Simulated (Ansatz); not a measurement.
GeH$_{8}$O$_{2}$Si$_{2}$ (SMILES [SiH3]O[SiH2][O][GeH3])

```
atom    x (Å)    y (Å)    z (Å)
  Ge  -2.6642  -0.0819  -0.6453
   O   0.4622  -1.3533   0.8784
   O  -1.2335   0.6364   0.1402
  Si   1.4101  -2.1656  -0.2132
  Si  -0.1640   0.1257   1.2847
   H   2.5927  -1.3373  -0.6001
   H   0.6200  -2.4835  -1.4406
   H   1.8760  -3.4342   0.4134
   H   0.9275   1.1353   1.3531
   H  -0.8377  -0.0506   2.6008
   H  -3.4993  -0.8117   0.4236
   H  -3.4371   1.0937  -1.2570
   H  -2.1774  -1.0624  -1.7258
```

Geometry: PBE0-D4/def2-SVP.

The calculation used isolated molecule in a Gaussian basis; Kohn-Sham density functional theory, functional PBE0 in Ansatz 0.2.0.

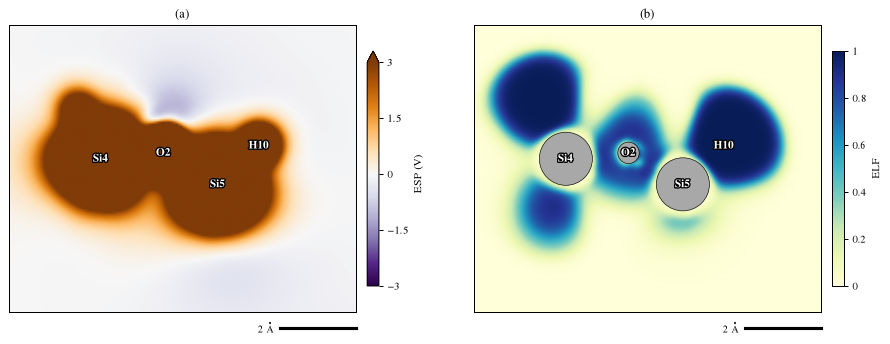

Figure 1. (a) molecular electrostatic potential; (b) ELF on the plane of atoms Si4, O2 and Si5. Grey discs cover the atomic cores in the ELF map.

Read the bonding off the picture.

Answer. The section cuts through O, Si and H sites. Si–O (1.66 Å): the ELF peaks at about 0.85 between the atoms, as expected for a shared but strongly polarised pair. Si–H (1.49 Å): the ELF climbs to about 1 towards the hydrogen, as it does in any bond to H. The ELF also peaks beside O2, away from the bonds: lone-pair regions. Outside the dense part of the molecule the potential is most negative (−1.1 V) near O2.

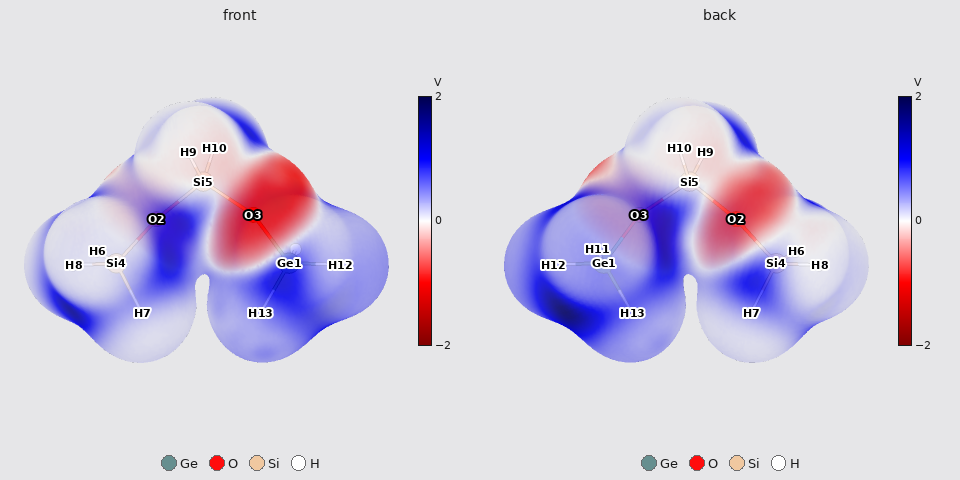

Figure 2. The electrostatic potential painted on the density surface at 0.002 e/bohr³, seen from the front and from behind; red is negative and blue positive.

Where is the surface potential most negative and most positive?

Answer. The most negative region (about −1.1 V) lies over O3, the most positive (about +1.7 V) over Ge1. O3 is the likeliest acceptor of a hydrogen bond.

What dipole moment does the calculation give?

Answer. Its dipole moment is 1.10 D.

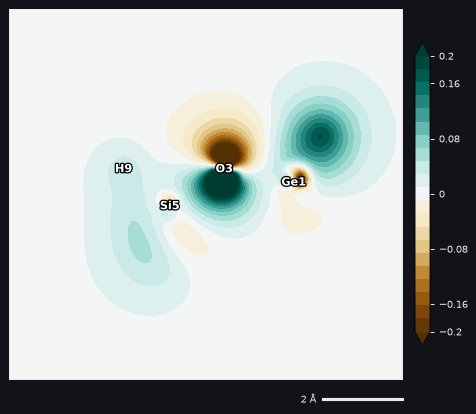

Figure 3. The HOMO−1 on the plane of atoms O3, Si5 and H9 (values in Å⁻³ᐟ²; the overall sign is arbitrary).

Where does this orbital lie, and at what energy?

Answer. Its weight (Hirshfeld) is mainly on O3 (about 25 %), O2 (about 20 %), Si4 (about 10 %), H7 (about 10 %), Ge1 (about 10 %) and H8 (about 10 %). Its energy is −8.73 eV.
